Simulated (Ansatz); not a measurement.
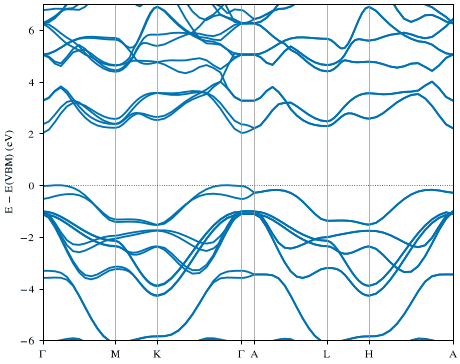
Fig. 1. Band structure from PBE (plane waves, PAW; program Ansatz)

### Question
Read off the gap and where the band edges lie.

### Answer
About 2.0 eV (2.02 eV by a search for the band edges); maximum on the K–Γ line, 81 % of the way from K, minimum at Γ.

### Question
Pick the material that matches.
A) CdS, wurtzite
B) GeS, P6_3mc (Pearson symbol hP12)
C) GaS, P6_3/mmc (Ga on 4f, S on 4f)
D) CsSnBr3, P6_3/mmc (Cs on 2d, Sn on 2a, Br on 6h)

### Answer
C, GaS, P6_3/mmc (Ga on 4f, S on 4f)

The PBE relaxation kept the symmetry of its start. The volume lies over 15 % above that of the usual cell of this phase: another minimum, or an error of the functional. A crystal of weakly bound layers computed without a dispersion correction: the cell and the soft elastic constants depend strongly on that. Spin–orbit coupling is left out wherever it is not named.

Potentials: the later of the program's two PAW sets.
